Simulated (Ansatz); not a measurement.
Run report: C3H8Cl2Si, nudged elastic band (part 1 of 2)

The run: nudged elastic band of C3H8Cl2Si. Method and program: RKS r2SCANh-D4/STO-3G (Ansatz 0.2.0).

One setting was made poor on purpose. It belongs to a series of runs on one base structure; here: band between the two ends.

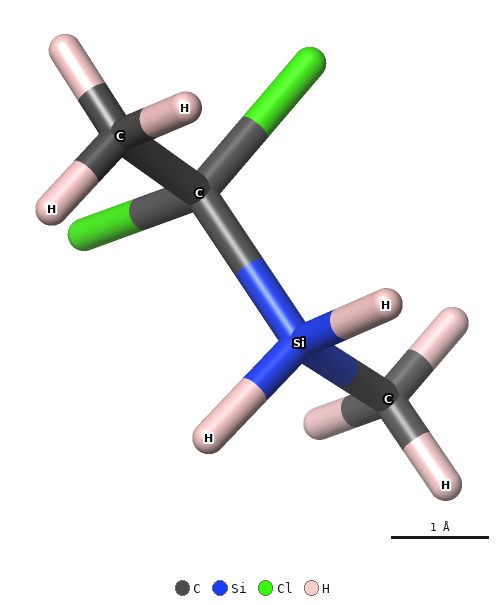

The input geometry (stick view, seen at a tilt). Bond lengths as drawn: C–C 1.55 Å, C–Cl 1.86 Å, C–H 1.09 to 1.10 Å, C–Si 1.86 to 1.91 Å and H–Si 1.44 Å.

## Input
```yaml
crystal:
  periodic: [false, false, false]
  atoms:
    - { symbol: C, position_ang: [-1.300215, -0.347459, 1.861014] }
    - { symbol: Si, position_ang: [0.063678, -0.759991, 0.663558] }
    - { symbol: C, position_ang: [0.129978, 0.563354, -0.7128] }
    - { symbol: C, position_ang: [1.232445, 0.352172, -1.77953] }
    - { symbol: Cl, position_ang: [-1.50982, 0.602645, -1.594201] }
    - { symbol: Cl, position_ang: [0.415775, 2.228918, 0.072816] }
    - { symbol: H, position_ang: [-1.358313, -1.09434, 2.656977] }
    - { symbol: H, position_ang: [-2.266617, -0.317484, 1.35144] }
    - { symbol: H, position_ang: [-1.13012, 0.628962, 2.321445] }
    - { symbol: H, position_ang: [1.365029, -0.752622, 1.287817] }
    - { symbol: H, position_ang: [-0.154275, -2.022413, -0.001122] }
    - { symbol: H, position_ang: [1.077716, -0.614513, -2.27733] }
    - { symbol: H, position_ang: [1.20586, 1.151165, -2.530783] }
    - { symbol: H, position_ang: [2.215679, 0.352405, -1.2903] }
basis:
  gaussian: { orbitals: STO-3G }
hamiltonian:
  xc: r2scanh
  dispersion: d4
neb:
  order_check: false
  images: 9
  f_tol: 0.05
  max_iterations: 10
  final_atoms:
    - { symbol: C, position_ang: [-1.28770996, -0.33425729, 1.87016241] }
    - { symbol: Si, position_ang: [0.13387066, -0.69557052, 0.7244886] }
    - { symbol: C, position_ang: [0.08926965, 0.52031223, -0.74834698] }
    - { symbol: C, position_ang: [1.21182382, 0.33374452, -1.79868554] }
    - { symbol: Cl, position_ang: [-1.54338546, 0.33683307, -1.62659455] }
    - { symbol: Cl, position_ang: [0.21147437, 2.25956166, -0.09189468] }
    - { symbol: H, position_ang: [-1.27438017, -1.00599073, 2.73243802] }
    - { symbol: H, position_ang: [-2.24284971, -0.46120299, 1.35455989] }
    - { symbol: H, position_ang: [-1.23633477, 0.69334246, 2.23857839] }
    - { symbol: H, position_ang: [1.41473674, -0.50848008, 1.3630382] }
    - { symbol: H, position_ang: [0.05773634, -2.02018767, 0.15618706] }
    - { symbol: H, position_ang: [1.11312095, 1.06751715, -2.608168] }
    - { symbol: H, position_ang: [2.18921749, 0.46297458, -1.31464809] }
    - { symbol: H, position_ang: [1.15021005, -0.6777974, -2.22211372] }
  initial_path:
    images:
      - { positions_ang: [[-1.300215, -0.347459, 1.861014], [0.063678, -0.759991, 0.663558], [0.129978, 0.563354, -0.7128], [1.232445, 0.352172, -1.77953], [-1.50982, 0.602645, -1.594201], [0.415775, 2.228918, 0.072816], [-1.358313, -1.09434, 2.656977], [-2.266617, -0.317484, 1.35144], [-1.13012, 0.628962, 2.321445], [1.365029, -0.752622, 1.287817], [-0.154275, -2.022413, -0.001122], [1.077716, -0.614513, -2.27733], [1.20586, 1.151165, -2.530783], [2.215679, 0.352405, -1.2903]] }
      - { positions_ang: [[-1.28953748, -0.35131591, 1.86675157], [0.06568152, -0.73639832, 0.66549595], [0.11155152, 0.55203952, -0.73360302], [1.23904836, 0.34176073, -1.78747475], [-1.50901264, 0.54398557, -1.60644246], [0.36830409, 2.22507627, 0.02032525], [-1.33060149, -1.07974222, 2.66923547], [-2.26149586, -0.34071847, 1.35955706], [-1.15410687, 0.64455249, 2.32163138], [1.36737522, -0.70730751, 1.31419135], [-0.12493983, -2.02853834, 0.04665721], [1.04599723, -0.36724409, -2.38397448], [1.37440636, 1.12745298, -2.32213341], [2.08412986, 0.14719632, -1.40121613]] }
      - { positions_ang: [[-1.27885996, -0.35517282, 1.87248914], [0.06768505, -0.71280565, 0.66743391], [0.09312505, 0.54072504, -0.75440604], [1.24565172, 0.33134946, -1.79541949], [-1.50820528, 0.48532613, -1.61868392], [0.32083318, 2.22123454, -0.03216549], [-1.30288999, -1.06514444, 2.68149393], [-2.25637472, -0.36395293, 1.36767412], [-1.17809374, 0.66014297, 2.32181777], [1.36972144, -0.66199302, 1.34056569], [-0.09560467, -2.03466369, 0.09443642], [1.01427847, -0.11997519, -2.49061896], [1.54295273, 1.10374096, -2.11348382], [1.95258072, -0.05801236, -1.51213225]] }
      - { positions_ang: [[-1.26818244, -0.35902974, 1.87822671], [0.06968857, -0.68921297, 0.66937186], [0.07469857, 0.52941056, -0.77520907], [1.25225508, 0.32093818, -1.80336424], [-1.50739793, 0.4266667, -1.63092538], [0.27336228, 2.21739281, -0.08465624], [-1.27517848, -1.05054666, 2.6937524], [-2.25125358, -0.3871874, 1.37579118], [-1.20208061, 0.67573346, 2.32200415], [1.37206766, -0.61667853, 1.36694004], [-0.0662695, -2.04078903, 0.14221563], [0.9825597, 0.12729372, -2.59726344], [1.71149909, 1.08002894, -1.90483423], [1.82103158, -0.26322103, -1.62304838]] }
      - { positions_ang: [[-1.25750492, -0.36288665, 1.88396428], [0.07169209, -0.6656203, 0.67130981], [0.0562721, 0.51809609, -0.79601209], [1.25885844, 0.31052691, -1.81130899], [-1.50659057, 0.36800726, -1.64316684], [0.22589137, 2.21355107, -0.13714698], [-1.24746697, -1.03594888, 2.70601087], [-2.24613245, -0.41042187, 1.38390824], [-1.22606747, 0.69132394, 2.32219053], [1.37441388, -0.57136404, 1.39331439], [-0.03693433, -2.04691438, 0.18999485], [0.95084094, 0.37456262, -2.70390791], [1.88004545, 1.05631692, -1.69618464], [1.68948244, -0.46842971, -1.73396451]] }
      - { positions_ang: [[-1.24682741, -0.36674356, 1.88970185], [0.07369562, -0.64202762, 0.67324776], [0.03784562, 0.50678161, -0.81681511], [1.2654618, 0.30011564, -1.81925374], [-1.50578321, 0.30934783, -1.6554083], [0.17842046, 2.20970934, -0.18963773], [-1.21975547, -1.0213511, 2.71826933], [-2.24101131, -0.43365634, 1.39202531], [-1.25005434, 0.70691443, 2.32237692], [1.3767601, -0.52604955, 1.41968874], [-0.00759917, -2.05303972, 0.23777406], [0.91912217, 0.62183153, -2.81055239], [2.04859182, 1.0326049, -1.48753505], [1.5579333, -0.67363839, -1.84488063]] }
      - { positions_ang: [[-1.25500392, -0.36024631, 1.88579396], [0.08573063, -0.6527362, 0.68349593], [0.04813043, 0.50948773, -0.80312148], [1.25473421, 0.30684142, -1.8151401], [-1.51330366, 0.31484488, -1.64964555], [0.18503124, 2.21967981, -0.17008912], [-1.23068041, -1.01827903, 2.72110307], [-2.24137899, -0.43916567, 1.38453222], [-1.24731043, 0.70420004, 2.30561721], [1.38435543, -0.52253565, 1.40835863], [0.00546793, -2.04646931, 0.22145666], [0.95792193, 0.71096865, -2.77007551], [2.07671695, 0.91867884, -1.45295766], [1.47638865, -0.67447019, -1.92032725]] }
      - { positions_ang: [[-1.26318043, -0.35374905, 1.88188607], [0.09776564, -0.66344478, 0.6937441], [0.05841524, 0.51219386, -0.78942786], [1.24400661, 0.31356719, -1.81102646], [-1.52082411, 0.32034193, -1.6438828], [0.19164202, 2.22965027, -0.15054051], [-1.24160535, -1.01520695, 2.72393681], [-2.24174667, -0.444675, 1.37703914], [-1.24456652, 0.70148564, 2.28885751], [1.39195076, -0.51902176, 1.39702852], [0.01853503, -2.0398989, 0.20513926], [0.99672168, 0.80010578, -2.72959863], [2.10484209, 0.80475278, -1.41838027], [1.394844, -0.67530199, -1.99577387]] }
      - { positions_ang: [[-1.27135694, -0.3472518, 1.87797819], [0.10980064, -0.67415336, 0.70399226], [0.06870004, 0.51489998, -0.77573423], [1.23327901, 0.32029297, -1.80691282], [-1.52834456, 0.32583897, -1.63812005], [0.19825281, 2.23962073, -0.1309919], [-1.25253029, -1.01213488, 2.72677054], [-2.24211435, -0.45018433, 1.36954606], [-1.2418226, 0.69877125, 2.2720978], [1.39954609, -0.51550787, 1.38569841], [0.03160213, -2.03332849, 0.18882186], [1.03552144, 0.8892429, -2.68912176], [2.13296722, 0.69082671, -1.38380288], [1.31329935, -0.67613379, -2.07122049]] }
      - { positions_ang: [[-1.27953345, -0.34075454, 1.8740703], [0.12183565, -0.68486194, 0.71424043], [0.07898485, 0.51760611, -0.76204061], [1.22255142, 0.32701874, -1.80279918], [-1.53586501, 0.33133602, -1.6323573], [0.20486359, 2.2495912, -0.11144329], [-1.26345523, -1.0090628, 2.72960428], [-2.24248203, -0.45569366, 1.36205297], [-1.23907869, 0.69605686, 2.2553381], [1.40714141, -0.51199397, 1.37436831], [0.04466924, -2.02675808, 0.17250446], [1.0743212, 0.97838002, -2.64864488], [2.16109235, 0.57690065, -1.34922548], [1.2317547, -0.6769656, -2.1466671]] }
      - { positions_ang: [[-1.28770996, -0.33425729, 1.87016241], [0.13387066, -0.69557052, 0.7244886], [0.08926965, 0.52031223, -0.74834698], [1.21182382, 0.33374452, -1.79868554], [-1.54338546, 0.33683307, -1.62659455], [0.21147437, 2.25956166, -0.09189468], [-1.27438017, -1.00599073, 2.73243802], [-2.24284971, -0.46120299, 1.35455989], [-1.23633477, 0.69334246, 2.23857839], [1.41473674, -0.50848008, 1.3630382], [0.05773634, -2.02018767, 0.15618706], [1.11312095, 1.06751715, -2.608168], [2.18921749, 0.46297458, -1.31464809], [1.15021005, -0.6777974, -2.22211372]] }
```

Run on 1 thread of AMD EPYC (Zen 5), 16 GiB of memory available, shared host.

Launched with:
```bash
ansatz run input.yaml --threads 1 --pin off --max-ram 2048MiB --backend cpu --events-out ev --progress --plain --runs-dir out
```

## The program's output
```
Engine: ansatz 0.2.0, x86_64-unknown-linux-gnu
Functional definition: r2SCANh
  parameter a = 0.1
  parameter k0 = 0.174
  parameter k1 = 0.065
  parameter a1 = 4.9479
  exchange = (1 - a)*r2scan_x(k0 = k0, k1 = k1, a1 = a1) + a*exact_x
  correlation = r2scan_c
690 factors; integrals over basis functions are off by at most 1.4e-5 eV
mean field evaluation 1: about -35758.2326 eV, gradient 2.8e1 eV
mean field evaluation 2: about -35754.6860 eV, gradient 4.6e1 eV
mean field evaluation 4: about -35760.9839 eV, gradient 6.4e-1 eV
mean field evaluation 8: about -35760.9206 eV, gradient 1.4e-2 eV
mean field -35760.92060467 eV, -1314.1895925991 hartree, gradient 1.6e-5 eV, S^2 0.000000; 0 other end points of the search recorded, 0 dependent functions left out
the calculation of the forces begins
reference -35760.92061087 eV, -1314.1895928268 hartree; 37, 37 occupied and 13, 13 virtual orbitals, 690 factors
694 factors; integrals over basis functions are off by at most 1.8e-5 eV
mean field evaluation 16: about -35760.9376 eV, gradient 3.8e0 eV
mean field -35760.92062711 eV, -1314.1895934238 hartree, gradient 1.6e-5 eV, S^2 0.000000; 0 other end points of the search recorded, 0 dependent functions left out
[... from here on the field's lines of each further geometry are left out, up to the last ...]
NEB iter   1: max|band force component| = 1.626e1 eV/Å  barrier→ = 5.8040 eV  barrier← = 5.8040 eV  Δτ_max = 0.1978 Å  (231 SCF iters)
NEB iter   2: max|band force component| = 8.224e0 eV/Å  barrier→ = 1.9544 eV  barrier← = 1.9544 eV  Δτ_max = 0.1981 Å  (214 SCF iters)
NEB iter   3: max|band force component| = 2.787e0 eV/Å  barrier→ = 0.5651 eV  barrier← = 0.5652 eV  Δτ_max = 0.1664 Å  (211 SCF iters)
NEB iter   4: max|band force component| = 7.267e-1 eV/Å  barrier→ = 0.1750 eV  barrier← = 0.1751 eV  Δτ_max = 0.0354 Å  (211 SCF iters)
NEB iter   5: max|band force component| = 2.270e-1 eV/Å  barrier→ = 0.1709 eV  barrier← = 0.1710 eV  CI = image 5  Δτ_max = 0.0324 Å  (193 SCF iters)
NEB iter   6: max|band force component| = 9.047e-2 eV/Å  barrier→ = 0.1707 eV  barrier← = 0.1707 eV  CI = image 5  Δτ_max = 0.0139 Å  (204 SCF iters)
the calculation of the forces begins
reference -35760.91124951 eV, -1314.1892488031 hartree; 37, 37 occupied and 13, 13 virtual orbitals, 694 factors
691 factors; integrals over basis functions are off by at most 1.5e-5 eV
mean field -35760.75014998 eV, -1314.1833285048 hartree, gradient 1.8e-5 eV, S^2 0.000000; 1 other end points of the search recorded, 0 dependent functions left out
the calculation of the forces begins
reference -35760.75015626 eV, -1314.1833287355 hartree; 37, 37 occupied and 13, 13 virtual orbitals, 691 factors
NEB iter   7: max|band force component| = 4.064e-2 eV/Å  barrier→ = 0.1705 eV  barrier← = 0.1706 eV  CI = image 5  Δτ_max = 0.0000 Å  (388 SCF iters)
```
